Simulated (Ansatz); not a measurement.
## C3H8AlN: nudged elastic band (part 2 of 2)

Continued. System: C3H8AlN. Method: RKS B3LYP/def2-SVP (Ansatz 0.2.0). The run did not end well. One setting was made poor on purpose. It belongs to a series of runs on one base structure; here: an input spoilt on purpose.

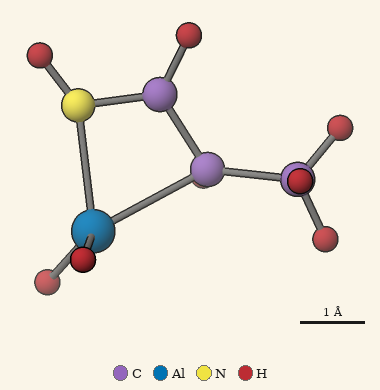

*The starting structure (ball-and-stick view, seen on its broad side). Sticks mark near contacts.*

The last band as extended XYZ, continued
```
13
Properties=species:S:1:pos:R:3:forces:R:3 image=1 energy=-11318.71014
C    -1.7709   -0.1720   -0.7175    0.1732   0.1918   0.0544
C    -0.5256   -0.1597    0.1943    0.1726   0.2695   0.1040
Al    1.2993   -1.1586    0.0734    0.0124   0.1842   0.1399
C     0.3591    1.0468    0.2668    0.3678   0.0395  -0.0308
N     1.5303    0.8341    0.8094    0.4635   0.5549   0.6235
H    -2.5212    0.5820   -0.4034    0.1569   0.0212  -0.0096
H    -1.5594    0.0075   -1.7830    0.1628   0.0326  -0.0012
H    -2.2990   -1.1424   -0.6712    0.2792   0.0254   0.0928
H    -0.8036   -0.4974    1.2080    0.2367   0.1917   0.0385
H     1.7872   -1.3385   -1.4374    0.1058   0.0921   0.1969
H     1.6103   -2.1611    1.2499    0.1352  -0.1755   0.0101
H     0.1066    1.9413   -0.3280   -0.0952   0.4376   0.3330
H     2.8072    2.1831    1.5535   -2.1708  -1.8650  -1.5513
13
Properties=species:S:1:pos:R:3:forces:R:3 image=2 energy=-11316.74713
C    -1.8519   -0.1829   -0.7586    0.1530   0.0304   0.0528
C    -0.6267   -0.3049    0.1423   -0.5657   0.0598  -0.0942
Al    1.2130   -1.1747   -0.0416    0.0234  -0.0717   0.1323
C     0.3199    0.8983    0.2489   -0.1751  -0.3961  -0.9048
N     1.4470    0.7301    0.7705    0.6875   0.3654   0.6305
H    -2.5858    0.5687   -0.4166    0.0423   0.0311   0.0144
H    -1.5912    0.0439   -1.8044    0.0423   0.0447  -0.0010
H    -2.3846   -1.1500   -0.7657    0.0708   0.0232   0.0156
H    -0.9195   -0.6292    1.1529    0.0965   0.0459   0.0948
H     1.7999   -1.3175   -1.5019    0.0936   0.0254   0.0387
H     1.5429   -2.1008    1.2169    0.0048  -0.0527  -0.0726
H     0.1085    1.7611   -0.4340   -0.1928   0.1404   0.3755
H     3.5489    2.8231    2.2060   -0.2806  -0.2457  -0.2822
13
Properties=species:S:1:pos:R:3:forces:R:3 image=3 energy=-11316.46336
C    -1.9264   -0.2163   -0.8023    0.1923  -0.0664   0.0231
C    -0.7061   -0.3633    0.0869   -0.6209   0.2885   0.0007
Al    1.1856   -1.1742   -0.1144    0.2797  -0.3778   0.0052
C     0.2814    0.7997    0.1509   -0.9955  -0.2074  -1.2004
N     1.4431    0.6711    0.5785    1.3297   0.4242   0.8024
H    -2.6552    0.5283   -0.4371    0.0063   0.0365   0.0395
H    -1.6541    0.0499   -1.8363   -0.0069   0.0333   0.0006
H    -2.4629   -1.1795   -0.8410    0.0324   0.0129   0.0009
H    -0.9676   -0.7191    1.0949    0.0656   0.0105   0.0743
H     1.7742   -1.3285   -1.5678    0.0407  -0.0883  -0.0148
H     1.4509   -2.0873    1.1698   -0.0465  -0.0994  -0.0564
H     0.0423    1.6519   -0.5481   -0.2334   0.0707   0.3723
H     4.2149    3.3326    3.0806   -0.0437  -0.0373  -0.0475
13
Properties=species:S:1:pos:R:3:forces:R:3 image=4 energy=-11316.41220
C    -1.9790   -0.2524   -0.8662    0.1983  -0.0636   0.0179
C    -0.7579   -0.4043    0.0196   -0.6462   0.2403  -0.0267
Al    1.1280   -1.2295   -0.2000    0.3118  -0.2747  -0.0277
C     0.2380    0.7492    0.0660   -1.3048  -0.0347  -1.2124
N     1.3990    0.6300    0.4841    1.5937   0.2761   0.7979
H    -2.7014    0.4971   -0.4990   -0.0055   0.0402   0.0414
H    -1.7048    0.0146   -1.8995   -0.0151   0.0307  -0.0015
H    -2.5225   -1.2112   -0.9061    0.0324   0.0034   0.0079
H    -1.0140   -0.7529    1.0310    0.0555  -0.0044   0.0832
H     1.6982   -1.3659   -1.6629    0.0346  -0.1025  -0.0119
H     1.4025   -2.1618    1.0638   -0.0507  -0.0953  -0.0191
H    -0.0222    1.6083   -0.6219   -0.1846   0.0007   0.3695
H     4.8564    3.8440    4.0059   -0.0195  -0.0161  -0.0184
13
Properties=species:S:1:pos:R:3:forces:R:3 image=5 energy=-11316.37650
C    -2.0220   -0.2849   -0.9363    0.1429  -0.0417   0.0170
C    -0.7982   -0.4404   -0.0546   -0.6151   0.0908  -0.0561
Al    1.0567   -1.3053   -0.3019    0.2230   0.1419   0.0598
C     0.1842    0.7195   -0.0165   -1.1626   0.0171  -1.1505
N     1.3311    0.6306    0.4400    1.5280  -0.0908   0.6447
H    -2.7323    0.4764   -0.5702   -0.0152   0.0303   0.0278
H    -1.7483   -0.0258   -1.9719   -0.0173   0.0214  -0.0044
H    -2.5758   -1.2375   -0.9690    0.0276  -0.0054   0.0054
H    -1.0514   -0.7719    0.9633    0.0316  -0.0081   0.0860
H     1.6112   -1.4127   -1.7747    0.0463  -0.0490   0.0113
H     1.3813   -2.2517    0.9324   -0.0325  -0.0615   0.0214
H    -0.0782    1.5694   -0.7171   -0.1431  -0.0342   0.3510
H     5.4621    4.2995    4.9914   -0.0135  -0.0108  -0.0135
13
Properties=species:S:1:pos:R:3:forces:R:3 image=6 energy=-11316.31217
C    -2.0637   -0.3140   -1.0117    0.1105   0.0083   0.0165
C    -0.8365   -0.4706   -0.1330   -0.5272  -0.0852  -0.0542
Al    0.9769   -1.3857   -0.4161    0.1326   0.3814   0.0964
C     0.1345    0.6952   -0.0992   -0.8891   0.0581  -1.0306
N     1.2676    0.6396    0.3950    1.2941  -0.2698   0.5070
H    -2.7649    0.4555   -0.6454   -0.0225   0.0178   0.0150
H    -1.7903   -0.0584   -2.0483   -0.0220   0.0102  -0.0059
H    -2.6239   -1.2623   -1.0414    0.0248  -0.0140   0.0074
H    -1.0856   -0.7874    0.8908   -0.0002   0.0021   0.0824
H     1.5266   -1.4558   -1.8935    0.0500  -0.0142   0.0154
H     1.3672   -2.3267    0.7960   -0.0180  -0.0464   0.0561
H    -0.1227    1.5355   -0.8128   -0.1230  -0.0405   0.3054
H     6.0350    4.7001    6.0344   -0.0100  -0.0078  -0.0109
13
Properties=species:S:1:pos:R:3:forces:R:3 image=7 energy=-11316.22491
C    -2.1036   -0.3383   -1.0885    0.0773   0.0454   0.0118
C    -0.8743   -0.4965   -0.2111   -0.4139  -0.1981  -0.0325
Al    0.8919   -1.4617   -0.5404    0.0563   0.4336   0.1023
C     0.0895    0.6747   -0.1803   -0.6573  -0.0011  -0.9908
N     1.2006    0.6580    0.3628    1.0908  -0.2482   0.4725
H    -2.8011    0.4325   -0.7180   -0.0237   0.0082   0.0057
H    -1.8300   -0.0770   -2.1239   -0.0253  -0.0002  -0.0065
H    -2.6648   -1.2855   -1.1236    0.0215  -0.0159   0.0074
H    -1.1197   -0.8035    0.8167   -0.0260   0.0200   0.0780
H     1.4401   -1.4805   -2.0201    0.0508  -0.0005   0.0113
H     1.3567   -2.3827    0.6538   -0.0067  -0.0496   0.0721
H    -0.1386    1.4819   -0.9391   -0.1363   0.0122   0.2776
H     6.5735    5.0437    7.1265   -0.0077  -0.0058  -0.0090
13
Properties=species:S:1:pos:R:3:forces:R:3 image=8 energy=-11315.94168
C    -2.1182   -0.3405   -1.1898    0.0564   0.1945  -0.0098
C    -0.9128   -0.4862   -0.2673   -0.4842  -0.5658  -0.0376
Al    0.7392   -1.5492   -0.7351    0.3891  -0.0756   0.2332
C     0.0684    0.6212   -0.2496    2.2594   0.7571   1.8933
N     1.0455    0.8158    0.5826   -1.9518  -0.6134  -1.7190
H    -2.8143    0.4428   -0.8417   -0.0184  -0.0270  -0.0092
H    -1.8147   -0.0771   -2.2167    0.0062   0.0120   0.0003
H    -2.6884   -1.2799   -1.2526    0.0372  -0.0242   0.0660
H    -1.1794   -0.8002    0.7568    0.0725   0.0497  -0.0736
H     1.3350   -1.4891   -2.2024   -0.1015   0.0138   0.0306
H     1.3937   -2.3435    0.4655   -0.1029  -0.0428  -0.0495
H     0.0759    1.2690   -1.1471   -0.1554   0.3263  -0.3164
H     6.8904    5.1823    8.3122   -0.0065  -0.0046  -0.0082
```

The run was set up as follows.

Input file
```yaml
crystal:
  periodic: [false, false, false]
  atoms:
    - { symbol: C, position_ang: [-1.703557, -0.099481, -0.706845] }
    - { symbol: C, position_ang: [-0.50708, -0.131388, 0.232074] }
    - { symbol: Al, position_ang: [1.342985, -1.119777, 0.183556] }
    - { symbol: C, position_ang: [0.334324, 1.05742, 0.325263] }
    - { symbol: "N", position_ang: [1.558986, 0.805956, 0.692083] }
    - { symbol: H, position_ang: [-2.443778, 0.677658, -0.437305] }
    - { symbol: H, position_ang: [-1.398967, 0.081692, -1.750539] }
    - { symbol: H, position_ang: [-2.232342, -1.065014, -0.694167] }
    - { symbol: H, position_ang: [-0.78626, -0.435439, 1.258473] }
    - { symbol: H, position_ang: [1.967574, -1.287628, -1.271755] }
    - { symbol: H, position_ang: [1.669438, -2.174595, 1.3312] }
    - { symbol: H, position_ang: [0.01637, 2.074101, 0.019489] }
    - { symbol: H, position_ang: [2.202609, 1.581697, 0.833273] }
basis:
  gaussian: { orbitals: def2-SVP }
hamiltonian:
  xc: b3lyp
neb:
  order_check: false
  images: 7
  f_tol: 0.05
  max_iterations: 3
  initial_path: idpp
  final_atoms:
    - { symbol: C, position_ang: [-1.68068441, -0.0846451, -0.60259065] }
    - { symbol: C, position_ang: [-0.44452443, -0.07815164, 0.29026946] }
    - { symbol: Al, position_ang: [1.22267976, -1.15235588, -0.08962914] }
    - { symbol: C, position_ang: [0.50442644, 1.04581745, 0.130589] }
    - { symbol: "N", position_ang: [1.49991966, 1.37214529, 0.89718384] }
    - { symbol: H, position_ang: [-2.38832152, 0.72015255, -0.33664913] }
    - { symbol: H, position_ang: [-1.41560769, 0.04896109, -1.66467169] }
    - { symbol: H, position_ang: [-2.22519741, -1.03793635, -0.52315033] }
    - { symbol: H, position_ang: [-0.67132231, -0.26134095, 1.35498861] }
    - { symbol: H, position_ang: [1.77242134, -1.27086671, -1.57120387] }
    - { symbol: H, position_ang: [1.9353151, -1.76565308, 1.18187763] }
    - { symbol: H, position_ang: [0.46650286, 1.57008166, -0.84358651] }
    - { symbol: H, position_ang: [7.4446946, 6.85899367, 7.79137278] }
```

Launch command:
```bash
ansatz run input.yaml --threads 2 --pin off --max-ram 3072MiB --backend cpu --events-out ev --progress --plain --runs-dir out
```

What the run reported

```csv
quantity,value
outcome,not converged
"barrier, forward (band not converged)",7.445 eV
"barrier, backward",0.000 eV
hardware,"2 threads of Intel Xeon (Emerald Rapids), 16 GiB of memory available, shared host"
wall time,85 s (CPU time 2.7 min)
peak memory,0.28 GiB
```

The run did not converge: “NEB band did not converge after 3 iterations: max|band force component| = 1.59e0 eV/Å (threshold 5.0e-2); raise `neb.max_iterations` in a new run, which can start from the last band evaluated (`neb.initial_path`, with `crystal.atoms` and `neb.final_atoms` set to its first and last images), add images, or start from endpoints closer to local minima …” Its last values are not results. A deliberately poor setting: bad input.
